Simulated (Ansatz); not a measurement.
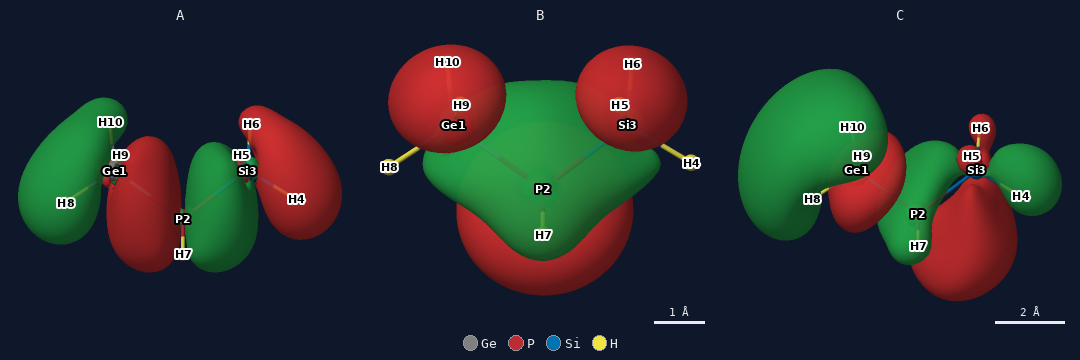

The picture shows: GeH$_{7}$PSi. Three frontier orbitals at ±0.05 Å⁻³ᐟ² (green and red are the two phases), in no order.

Geometry: B3LYP/6-31G*.

All numbers below come from Ansatz 0.2.0, isolated molecule in a Gaussian basis; Kohn-Sham density functional theory, functional PBE0.

The calculation's input:

```
crystal:
  periodic: [false, false, false]
  atoms:
    - {symbol: Ge, position_ang: [-0.383491, -1.377040, 0.132352]}
    - {symbol: P, position_ang: [1.624142, -0.409324, -0.606053]}
    - {symbol: Si, position_ang: [0.929903, 1.753848, -0.716140]}
    - {symbol: H, position_ang: [2.122724, 2.624745, -0.894174]}
    - {symbol: H, position_ang: [0.177123, 2.217747, 0.482129]}
    - {symbol: H, position_ang: [0.054355, 1.890572, -1.910324]}
    - {symbol: H, position_ang: [2.196036, -0.299646, 0.696390]}
    - {symbol: H, position_ang: [-0.082453, -2.823466, 0.587165]}
    - {symbol: H, position_ang: [-1.045333, -0.605953, 1.300849]}
    - {symbol: H, position_ang: [-1.363651, -1.418079, -1.061983]}
basis:
  gaussian:
    orbitals: def2-TZVPD
hamiltonian:
  xc: {name: PBE0}
output: {forces: true, orbitals: {seedname: orbitals}}
```

Run with:

```sh
ansatz run input.yaml --threads 2 --pin off --max-ram 4350MiB --events-out events.jsonl --progress --plain --runs-dir runs
```

**Which picture is the HOMO−1, the HOMO and the LUMO?**

A is the HOMO−1 (−8.53 eV). By Hirshfeld shares it lies mainly on P2 (about 35 %), Ge1 (about 20 %), Si3 (about 20 %), H8 (about 10 %) and H4 (about 10 %). B is the HOMO (−7.38 eV). It lies mainly on P2 (about 65 %), Ge1 (about 10 %) and Si3 (about 10 %). C is the LUMO (−0.40 eV). It lies mainly on Ge1 (about 35 %), P2 (about 30 %), Si3 (about 10 %), H8 (about 10 %) and H9 (about 5 %).

**What is the HOMO–LUMO gap?**

6.98 eV between the orbital energies.
